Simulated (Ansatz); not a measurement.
**CF2 (SMILES F[C]F) at HF/3-21G**

What is the electronic atomisation energy of CF2 at HF/3-21G? 

Program for the calculation: Ansatz 0.2.0.

31 further runs of the same task are left out: 31 set aside as unsound or not needed.

### Step 1. The molecule

CF2: 3 atoms, total charge 0, spin state singlet. As SMILES, `F[C]F`. The coordinates come from a PBE0-D4/def2-TZVP relaxation.

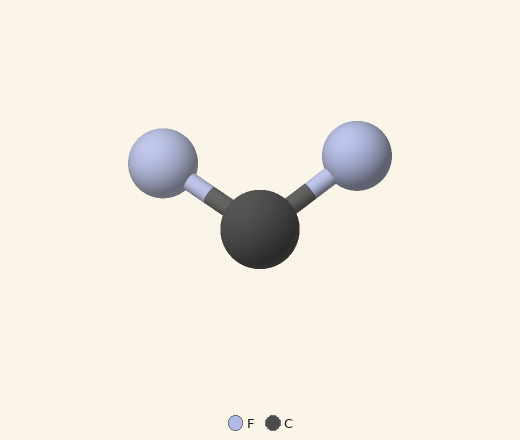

The structure, seen from a chosen angle (fluorine light blue, carbon dark grey).

### Step 2. A single-point energy at HF/3-21G

in.yaml reads:

```yaml
crystal:
  periodic: [false, false, false]
  atoms:
    - symbol: F
      position_ang: [0.316310, 0.971410, 0.281600]
    - symbol: C
      position_ang: [0.382340, -0.318520, 0.175150]
    - symbol: F
      position_ang: [-0.698640, -0.652890, -0.456750]
basis:
  gaussian:
    orbitals: 3-21G.json
hamiltonian:
  xc: hf
accuracy: high
output: {orbitals: {seedname: orbitals}}
```

The basis set 3-21G is read from a file made from the Basis Set Exchange's data (not shown).

On the command line:

```sh
$ ansatz run in.yaml --threads 1 --pin off --max-ram 3480MiB --events-out events.jsonl --progress --plain --runs-dir runs
```

Standard output:

```text
Warning: RAYON_NUM_THREADS=1 ignored (pool sized by the plan → 1); use --threads N
Functional definition: HF
  name "HF"
  exchange = exact_x
  correlation = 0
523 factors; integrals over basis functions are off by at most 3.3e-9 eV
mean field evaluation 1: about -6403.5376 eV, gradient 2.4e1 eV
mean field evaluation 2: about -6403.5418 eV, gradient 2.4e1 eV
mean field evaluation 4: about -6404.8206 eV, gradient 1.9e0 eV
mean field evaluation 8: about -6404.8392 eV, gradient 1.3e-4 eV
mean field -6404.83919213 eV, -235.3734989547 hartree, gradient 4.7e-8 eV, S^2 0.000000; 0 other end points of the search recorded, 0 dependent functions left out
reference -6404.83919213 eV, -235.3734989547 hartree; 12, 12 occupied and 15, 15 virtual orbitals, 523 factors
Total energy: -6404.83919213 eV, -235.3734989547 hartree
```

Run time: 0.08 s. Hardware: 1 thread of AMD EPYC 9R45 (Zen 5), shared host.

### Step 3. The C atom at the same level

molecule.yaml reads:

```yaml
crystal:
  periodic: [false, false, false]
  atoms:
    - {symbol: C, position_ang: [0.000000, 0.000000, 0.000000]}
basis:
  gaussian:
    orbitals: 3-21G.json
magnetization:
  spin_polarized: true
  initial_magnetization: 2
hamiltonian:
  xc: hf
accuracy: high
```

The basis set 3-21G is read from a file made from the Basis Set Exchange's data (not shown).

Run the same way, it converges to -37.48107 Eh (log not shown).

### Step 4. The F atom

in.yaml reads:

```yaml
crystal:
  periodic: [false, false, false]
  atoms:
    - {symbol: F, position_ang: [0.000000, 0.000000, 0.000000]}
basis:
  gaussian:
    orbitals: 3-21G.json
magnetization:
  spin_polarized: true
  initial_magnetization: 1
hamiltonian:
  xc: hf
accuracy: high
```

The basis set 3-21G is read from a file made from the Basis Set Exchange's data (not shown).

Run the same way, it converges to -98.84501 Eh (log not shown).

### Step 5. Summary of results

Level: HF/3-21G.

```
                     quantity          value
       molecule: total energy  -235.37350 Eh
        molecule: HOMO energy      -12.70 eV
        molecule: LUMO energy        2.68 eV
      molecule: HOMO–LUMO gap       15.38 eV
         C atom: total energy   -37.48107 Eh
                 C atom: ⟨S²⟩          2.001
         F atom: total energy   -98.84501 Eh
                 F atom: ⟨S²⟩          0.750
electronic atomisation energy       5.508 eV
```

**Reading.** Taking the molecule apart into free atoms costs 5.51 eV (531 kJ/mol), before zero-point energy and without spin-orbit coupling. Hartree–Fock lacks the correlation of the bonding pairs, which as a rule makes this value much too low; in minimal bases other errors can mask that. The basis has no polarisation functions, which makes bonds too weak.
